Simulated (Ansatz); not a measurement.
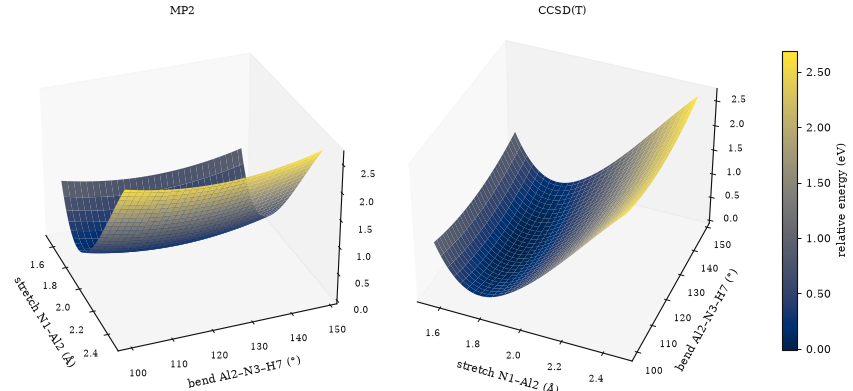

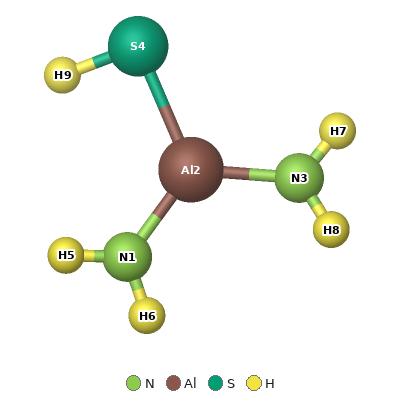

Energy landscape of AlN₂H₅S, SMILES [NH2][Al]([NH2])[SH], singlet over the stretch N1–Al2 and the bend Al2–N3–H7. Method named on the plot, def2-TZVPP, the Ansatz code 0.2.0, cores frozen in correlated methods. A stretch and then a bend are set rigidly from the minimum (PBE0-D4/def2-TZVP); energies less that of the minimum; in a bend the first-named atom and what hangs on it turn. The map is drawn from 5 × 5 computed points, interpolated.

**Which computed point is the lowest, and which the highest?**

MP2: lowest at 1.71 Å and 124° (0.06 eV), highest at 2.47 Å and 148° (2.69 eV).

**Where do the two surfaces differ most?**

At 2.19 Å and 100°: MP2 1.40, CCSD(T) 1.41 eV.
